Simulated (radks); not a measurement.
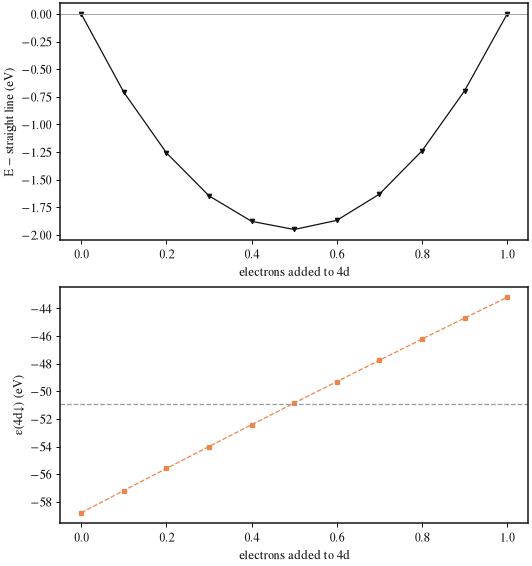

Level of theory: scalar-relativistic Kohn-Sham, LDA (Slater exchange, Perdew-Wang correlation), spin-polarised, spherical densities, point nucleus. Computed with the in-house radial solver radks. The occupation of the 4d shell is varied from Ag⁴⁺ ([Kr] 4d7 (high spin)) to Ag³⁺ ([Kr] 4d8 (high spin)), with spherical fractional occupations. The plot shows the total energy less the straight line between the end points, and the eigenvalue of 4d↓ (the dashed line is minus the energy to take the whole electron out).

Question: Describe the curve.

Answer: The curve is convex (below the straight line), with the largest deviation among the points computed, −1.95 eV, at 0.5. The end points differ by 50.9 eV, the energy to take the electron out. The eigenvalue, which is the slope of the energy (Janak's theorem), moves from −58.8 eV at 0 to −43.2 eV at 1; for a straight line it would stay constant, and a parabola would sag by an eighth of this change, scaled to a whole electron, 1.95 eV. Convexity is the mark of the delocalisation error, which puts fractional charges too low; for p, d and f shells the spherical spreading of the fraction adds to it.
